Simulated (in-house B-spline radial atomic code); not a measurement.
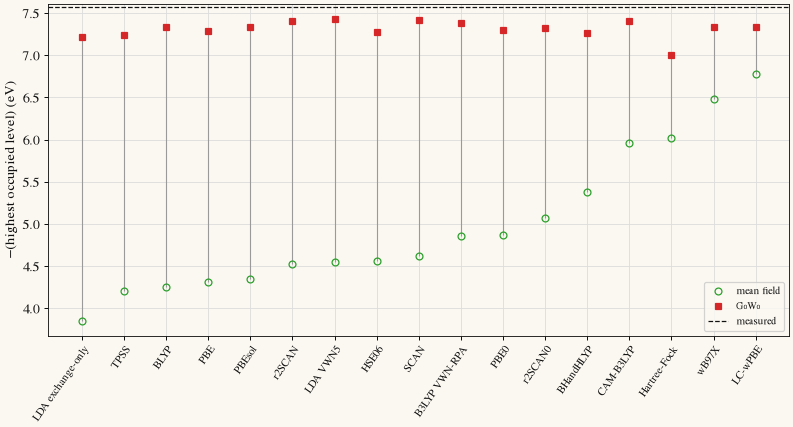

Binding energy of the highest level (5s↑) of neutral silver ([Kr] 4d¹⁰ 5s) on 17 mean-field starts and after G₀W₀. All-electron spherical atom, non-relativistic, no spin-orbit coupling, Breit or QED terms; computed with a B-spline radial code.

### How much does the result depend on the start?

The mean-field values spread from 3.85 eV (LDA exchange-only) to 6.77 eV (LC-wPBE); after G₀W₀ they lie between 7.00 eV (Hartree-Fock) and 7.43 eV (LDA VWN5), so the spread shrinks from 2.92 to 0.43 eV. The measured removal energy is 7.58 eV; the nearest G₀W₀ value is that on LDA VWN5 (7.43 eV).

```
            Start  Mean field (eV)  G₀W₀ (eV)  RPA correlation (hartree)
LDA exchange-only             3.85       7.22                     −3.614
             TPSS             4.20       7.23                     −3.590
             BLYP             4.26       7.33                     −3.611
              PBE             4.31       7.28                     −3.607
           PBEsol             4.35       7.33                     −3.610
           r2SCAN             4.53       7.41                     −3.548
         LDA VWN5             4.55       7.43                     −3.615
            HSE06             4.56       7.27                     −3.524
             SCAN             4.62       7.41                     −3.550
    B3LYP VWN-RPA             4.85       7.38                     −3.535
             PBE0             4.87       7.30                     −3.513
          r2SCAN0             5.07       7.32                     −3.475
        BHandHLYP             5.37       7.26                     −3.431
        CAM-B3LYP             5.95       7.40                     −3.488
     Hartree-Fock             6.01       7.00                     −3.279
            wB97X             6.49       7.33                     −3.464
          LC-wPBE             6.77       7.34                     −3.476
```

Note: relativity, absent here, matters against the tabulated value.
